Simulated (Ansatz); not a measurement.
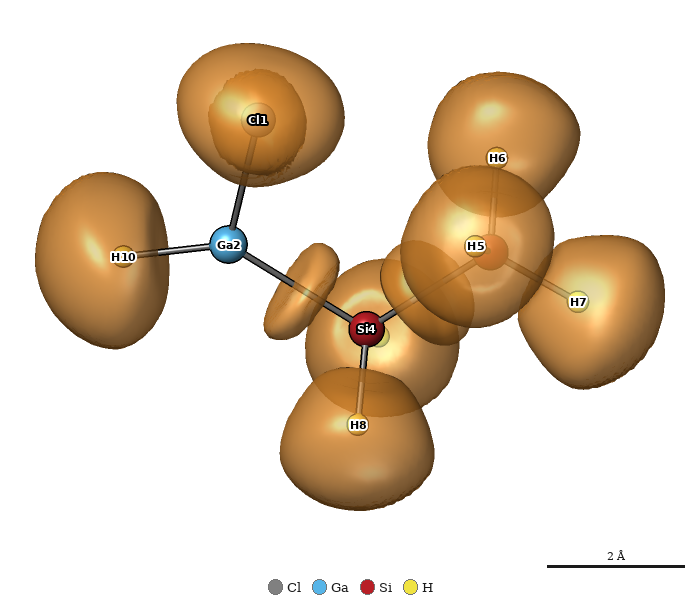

The picture shows: ClGaH$_{6}$Si$_{2}$. Isosurface of the ELF at 0.8 (orange), seen at a tilt. Only the valence region is drawn (cores and ρ < 0.01 e/Å³ removed).

Geometry: BLYP-D3(BJ)/def2-SVP.

These are results of isolated molecule in a Gaussian basis; Kohn-Sham density functional theory, functional PBE0 in Ansatz, not measurements.

```xyz
10

Cl    4.0630    0.3329   -0.4447
Ga    4.0208   -1.7428   -1.1959
Si    0.3522   -0.5309   -1.5821
Si    1.7804   -2.3876   -1.8823
H     0.8448    0.6128   -2.4167
H     0.3525   -0.1337   -0.1368
H    -1.0518   -0.8685   -1.9964
H     1.8050   -2.8321   -3.3205
H     1.3275   -3.5611   -1.0548
H     5.4428   -2.4369   -1.1560
```

Q: Identify the bonds, lone pairs and shells in this picture.

A: The surface consists of one region between bonded Ga–Si atoms (shared pairs), one region between bonded Si–Si atoms (shared pairs), six regions around hydrogen nuclei and one region wrapped around Cl (its valence shell).

Values along the shortest contacts:
Ga–Cl (2.21 Å): the ELF peaks at about 0.85 in the valence shell of Cl, 0.9 Å from its nucleus, and is about 0.60 at the midpoint. Si–Si (2.36 Å): the ELF peaks at about 1 between the atoms (localised, covalent bonding).
